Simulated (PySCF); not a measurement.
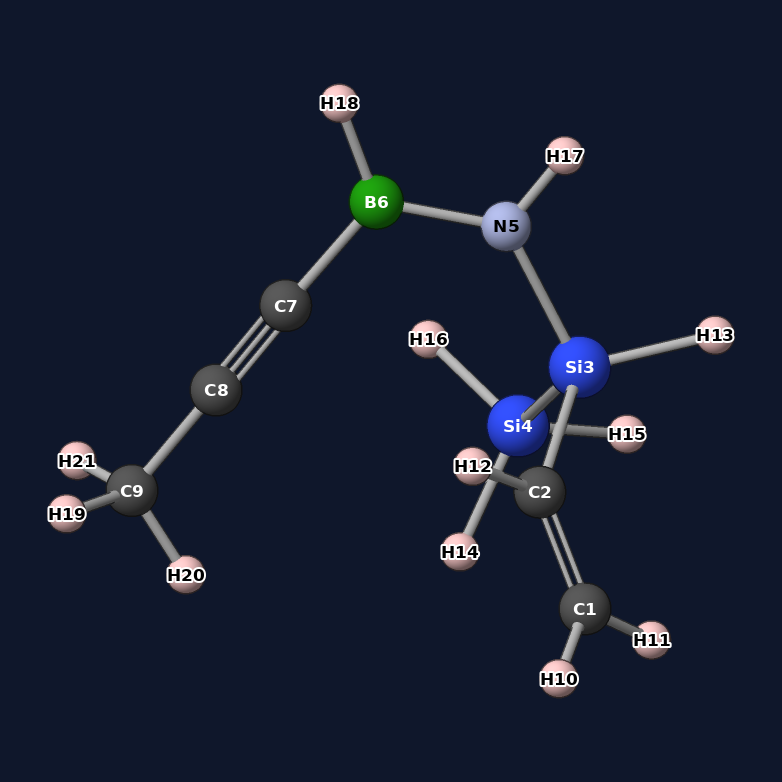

The questions are on isotropic NMR shieldings of the C atoms. Computed geometry: GFN2-xTB optimisation. No frequency run is at hand to confirm it as a minimum. Level of theory: GIAO PBE0/pcSseg-1 NMR shielding, non-relativistic, gas phase (PySCF 2.14.0).

Which C atom is the most shielded (lowest chemical shift)?

Answer. C9 (180.3 ppm).

Which C atom is the least shielded (highest chemical shift)?

Answer. C2 (35.7 ppm).

How wide is the range of C shifts?

Answer. 144.6 ppm.

List the isotropic NMR shieldings of the C atoms.

```
atom  σ (ppm)
  C1     46.5
  C2     35.7
  C7     91.9
  C8     62.7
  C9    180.3
```

The geometry is semi-empirical. Around B, Si such bond lengths and angles can be off by a tenth of an ångström or more and by several degrees, and values that hang on the shape move with them.
